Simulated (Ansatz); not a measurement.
```xyz
4

N    -1.1199   -0.8596   -2.5385
O    -1.9797    0.1249   -0.1303
P    -1.2046    0.2358   -1.3956
Si   -0.9687   -1.9253   -3.7715
```

Geometry: B3LYP-D3(BJ)/def2-SVP.

Computed with Ansatz 0.2.0, isolated molecule in a Gaussian basis; Kohn-Sham density functional theory, functional PBE0.

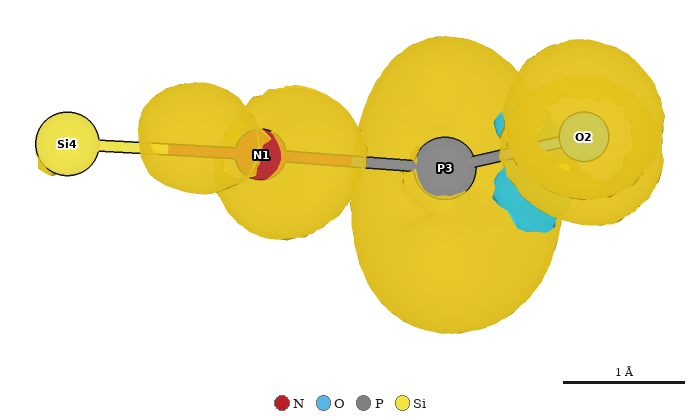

NOPSi (SMILES O=P[N+]#[Si]) (charge +1, doublet). Isosurfaces of the spin density at +0.03 (yellow) and −0.03 e/Å³ (cyan), seen from one side.

> Where is the unpaired spin?

The unpaired spin (1 electron) lies mostly on P3 (about 0.5), O2 (about 0.3) and N1 (about 0.1), in electrons by Hirshfeld's partition.
